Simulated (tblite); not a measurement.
**C5H12ClNSi: geometry relaxation (part 3 of 3)**

The same run, continued: C5H12ClNSi; GFN2-xTB geometry optimisation, gas phase (tblite 0.8.0). It belongs to a series of runs on one base structure; here: H on Si replaced by NMe2.

Geometry of the input (Å):
```
C  -2.5854  -1.2647  -0.1555
N  -1.6157  -0.2567  0.0325
C  -1.8506  1.0264  -0.4961
Si 0.0611  -0.7630  0.1475
C  1.2367  0.6567  0.4543
C  2.6013  0.0823  0.2710
C  3.4670  0.5148  -0.6417
Cl 3.1455  1.8056  -1.7621
H  -2.2223  -2.3117  0.0038
H  -3.3600  -1.1286  0.6727
H  -3.1904  -1.1898  -1.0909
H  -1.1269  1.3323  -1.2530
H  -2.9076  1.0482  -0.9187
H  -1.8812  1.7504  0.3557
H  0.5156  -1.4979  -1.0403
H  0.1711  -1.6071  1.3884
H  1.0468  1.5302  -0.1774
H  1.1850  0.9964  1.4957
H  2.8599  -0.7298  0.9676
H  4.4450  0.0165  -0.6662
```

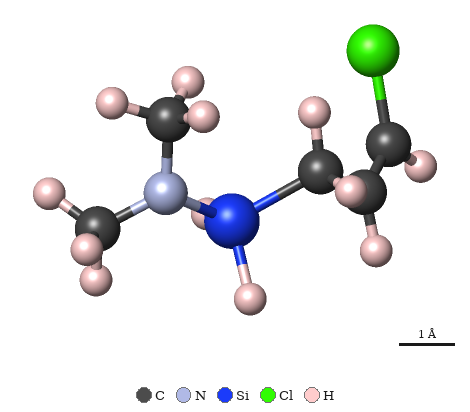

Figure 1. The input geometry (ball-and-stick view, seen at a tilt).

Summary

| quantity | value |
| --- | --- |
| outcome | converged |
| total energy | −708.0326 eV |
| hardware | 1 CPU thread, shared host |
| wall time | 1.7 s |
| peak memory | 0.18 GiB |
